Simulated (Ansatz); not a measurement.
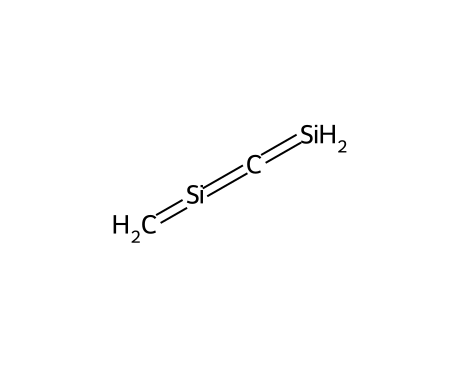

Simulated data, not a measurement (program: Ansatz).

Give its SMILES.

C=[Si]=C=[SiH2]

What is the molecular formula?

C2H4Si2.
